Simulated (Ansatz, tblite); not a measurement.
# AlCl2Br (AlBrCl₂): one state, many levels, part 2 of 2

How do method and basis change the picture of AlCl2Br (AlBrCl₂) (singlet)?

Ansatz 0.2.0, Gaussian basis; as each input shows. The steps go on from the part before.

**17. MP2/def2-TZVP**

Input file in.yaml:

```yaml
crystal:
  periodic: [false, false, false]
  atoms:
    - {symbol: Al, position_ang: [0.016928, 0.028464, -0.000075]}
    - {symbol: Cl, position_ang: [2.103890, 0.011454, 0.012743]}
    - {symbol: Cl, position_ang: [-0.994317, 1.854095, -0.017716]}
    - {symbol: Br, position_ang: [-1.126502, -1.894014, 0.005058]}
basis:
  gaussian: {orbitals: def2-TZVP, initial_orbitals: start.molden}
correlation: {method: mp2}
scf: {omitted_lower_state_checks: [starts]}
output: {orbitals: {seedname: orbitals}}
```

Command:

```bash
$ ansatz run in.yaml --threads 4 --pin off --events-out ev --progress --plain --max-ram 3916MiB
```

The log of the run:

```text
Functional definition: HF
  name "HF"
  cite "Fock, Z. Phys. 61, 126 (1930) doi:10.1007/BF01340294"
  parent pbe
  exchange = exact_x
  correlation = 0
these checks for a lower state are left out or cut short: starts
983 factors; integrals over basis functions are off by at most 1.3e-3 eV
mean field evaluation 1: about -101595.1927 eV, gradient 4.3e1 eV
mean field evaluation 2: about -101595.9005 eV, gradient 1.0e0 eV
mean field evaluation 4: about -101596.2957 eV, gradient 1.5e-2 eV
mean field evaluation 8: about -101596.2961 eV, gradient 1.4e-6 eV
mean field -101596.29613203 eV, -3733.5950184092 hartree, gradient 3.1e-6 eV, S^2 0.000000; 0 other end points of the search recorded, 0 dependent functions left out
24 core orbitals not correlated: weight in the atoms' cores, before any rotation towards them, 1.000 or more for the frozen orbitals, at most 0.000 for the correlated occupied ones
reference -101596.29613203 eV, -3733.5950184092 hartree; 17, 17 occupied and 118, 118 virtual orbitals, 983 factors
second order -19.17531359 eV of doubles, -0.00000000 eV of singles
Total energy: -101615.47144562 eV, -3734.2996981861 hartree
Checks for a lower state left out: starts
```

Run time: 1.3 s. Hardware: 4 threads of Arm Neoverse V2, shared host.

Report: Hartree-Fock HOMO -11.97 eV, LUMO 1.61 eV.

**18. RPA/def2-TZVP**

in.yaml, as its differences from that of step 17:

```diff
@@ -9,4 +9,4 @@
   gaussian: {orbitals: def2-TZVP, initial_orbitals: start.molden}
-correlation: {method: mp2}
+hamiltonian: {xc: pbe}
+correlation: {method: rpa}
 scf: {omitted_lower_state_checks: [starts]}
-output: {orbitals: {seedname: orbitals}}
```

The command is unchanged.

The log of the run:

```text
Functional definition: PBE
  name "PBE"
  cite "Perdew, Burke & Ernzerhof, Phys. Rev. Lett. 77, 3865 (1996) doi:10.1103/PhysRevLett.77.3865"
  parent pbe
  parameter kappa = 0.804
  parameter beta = 0.06672455060314922
  exchange = pbe_x(kappa = kappa, mu = beta*pi^2/3)
  correlation = pbe_c(beta = beta)
these checks for a lower state are left out or cut short: starts
983 factors; integrals over basis functions are off by at most 1.3e-3 eV
mean field evaluation 1: about -101670.7054 eV, gradient 1.5e1 eV
mean field evaluation 2: about -101670.8065 eV, gradient 1.5e-1 eV
mean field evaluation 4: about -101670.8016 eV, gradient 3.5e-4 eV
mean field evaluation 8: about -101670.8016 eV, gradient 3.0e-6 eV
mean field -101670.80158892 eV, -3736.3330434485 hartree, gradient 3.7e-6 eV, S^2 0.000000; 0 other end points of the search recorded, 0 dependent functions left out
24 core orbitals not correlated: weight in the atoms' cores, before any rotation towards them, 1.000 or more for the frozen orbitals, at most 0.000 for the correlated occupied ones
reference -101594.93975991 eV, -3733.5451726533 hartree; 17, 17 occupied and 118, 118 virtual orbitals, 983 factors
Total energy: -101625.22631307 eV, -3734.6581829530 hartree
Checks for a lower state left out: starts
```

Run time: 2.2 s. Hardware: 4 threads of Arm Neoverse V2, shared host.

**19. Levels side by side**

| level | functions | HOMO (eV) | LUMO (eV) | gap (eV) | time |
| --- | --- | --- | --- | --- | --- |
| HF/STO-3G | 45 | -9.36 | 5.72 | 15.08 | 0.15 s |
| HF/def2-TZVP | 159 | -11.97 | 1.61 | 13.58 | 1.2 s |
| LDA/def2-TZVP | 159 | -7.81 | -2.63 | 5.18 | 0.65 s |
| PBE-D4/def2-SVP | 86 | -7.49 | -2.12 | 5.37 | 0.6 s |
| PBE-D4/def2-TZVP | 159 | -7.65 | -2.32 | 5.33 | 1.1 s |
| revPBE-D4/def2-TZVP | 159 | -7.59 | -2.17 | 5.42 | 1.1 s |
| BLYP-D4/def2-TZVP | 159 | -7.45 | -2.23 | 5.23 | 1.2 s |
| r2SCAN-D4/def2-TZVP | 159 | -8.01 | -1.91 | 6.10 | 2.9 s |
| r2SCANh-D4/def2-TZVP | 159 | -8.49 | -1.64 | 6.85 | 3.6 s |
| B3LYP-D4/def2-TZVP | 159 | -8.68 | -1.74 | 6.95 | 1.9 s |
| PBE0-D4/def2-SVP | 86 | -8.88 | -1.31 | 7.57 | 0.9 s |
| PBE0-D4/def2-TZVP | 159 | -8.98 | -1.48 | 7.50 | 2.6 s |
| BHLYP-D4/def2-TZVP | 159 | -10.11 | -0.63 | 9.48 | 1.9 s |

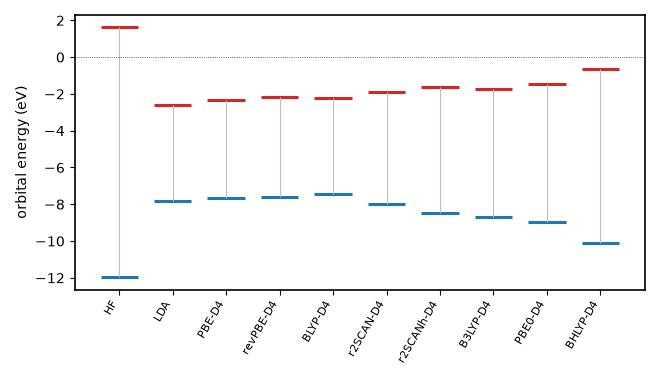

Highest filled (blue) and lowest empty (red) level in def2-TZVP.

Energy pieces by basis (eV):

| basis | HF | MP2 correlation | CCSD correlation | (T) | total |
| --- | --- | --- | --- | --- | --- |
| def2-TZVPP | -101596.3052 | -19.3899 | -20.3969 | -0.8095 | -101617.5116 |
| def2-TZVP | -101596.2961 | -19.1753 |  |  | -101615.4714 (MP2) |

**20. Binding energy**

Free atoms were run apart at each level; binding is atoms less cluster, divided by the number of atoms, without zero-point or spin-orbit terms.

| method | binding an atom (eV) | from CCSD(T)/def2-TZVPP (eV) | time |
| --- | --- | --- | --- |
| HF/STO-3G | 3.555 | +0.443 | 0.15 s |
| HF/def2-TZVP | 2.510 | -0.602 | 1.2 s |
| HF/def2-TZVPP | 2.511 | -0.601 |  |
| LDA/def2-TZVP | 3.578 | +0.466 | 0.65 s |
| PBE-D4/def2-SVP | 3.238 | +0.126 | 0.6 s |
| PBE-D4/def2-TZVP | 3.220 | +0.108 | 1.1 s |
| revPBE-D4/def2-TZVP | 3.129 | +0.017 | 1.1 s |
| BLYP-D4/def2-TZVP | 3.078 | -0.034 | 1.2 s |
| r2SCAN-D4/def2-TZVP | 3.275 | +0.163 | 2.9 s |
| r2SCANh-D4/def2-TZVP | 3.250 | +0.138 | 3.6 s |
| B3LYP-D4/def2-TZVP | 3.109 | -0.003 | 1.9 s |
| PBE0-D4/def2-SVP | 3.202 | +0.090 | 0.9 s |
| PBE0-D4/def2-TZVP | 3.199 | +0.087 | 2.6 s |
| BHLYP-D4/def2-TZVP | 3.074 | -0.038 | 1.9 s |
| RPA/def2-TZVP | 2.795 | -0.317 | 2.2 s |
| MP2/def2-TZVP | 3.285 | +0.173 | 1.3 s |
| CCSD/def2-TZVPP | 3.042 | -0.070 |  |
| CCSD(T)/def2-TZVPP | 3.112 | 0 | 6.5 s |

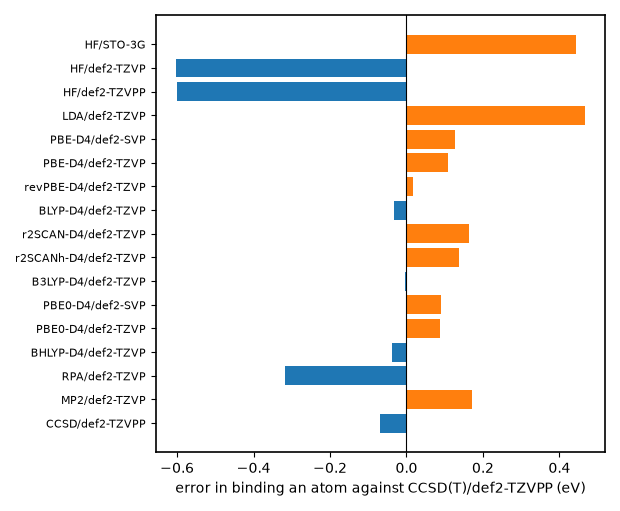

Error of each method against CCSD(T)/def2-TZVPP.

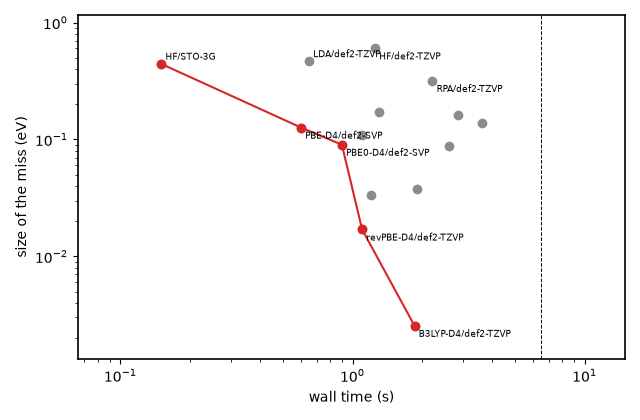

Accuracy for the time spent; red marks the levels that beat every quicker one drawn (of those quicker than the yardstick), and the dashed line is the time of CCSD(T)/def2-TZVPP. Only those levels and the largest misses are named. Times are from a shared host.

**21. Summary of results**

This closing draws on all 2 parts.

```
                                                                  quantity                           value
gap in def2-TZVP, named functionals and Hartree-Fock, smallest and largest    5.18 eV (LDA), 13.58 eV (HF)
                                    correlation energy, CCSD(T)/def2-TZVPP                       -21.21 eV
                                         correlation energy, MP2/def2-TZVP                       -19.18 eV
                                       binding an atom, CCSD(T)/def2-TZVPP                        3.112 eV
                           PBE0 total energy, smallest basis above largest  19.44 eV (def2-SVP, def2-TZVP)
```

**Reading.** Orbital gaps of the named functionals and Hartree-Fock in def2-TZVP span 5.18 eV (LDA) to 13.58 eV (HF); exact exchange widens it. A small miss in a minimal or small basis is a cancelling of errors, not accuracy. The functionals in def2-TZVP miss CCSD(T)/def2-TZVPP by -0.038 (BHLYP-D4) to +0.466 eV (LDA) an atom. CCSD(T)/def2-TZVPP isn't at the basis-set limit; small misses against it rank nothing.

For cost: B3LYP-D4/def2-TZVP gets within 0.003 eV in 1.9 s, where CCSD(T)/def2-TZVPP took 6.5 s; the quickest level in the cost chart, HF/STO-3G, takes 0.15 s and misses by 0.443 eV. The slowest run with a step of its own, CCSD(T)/def2-TZVPP, took 6.5 s; the quickest functional in def2-TZVP took 0.65 s (shared host).
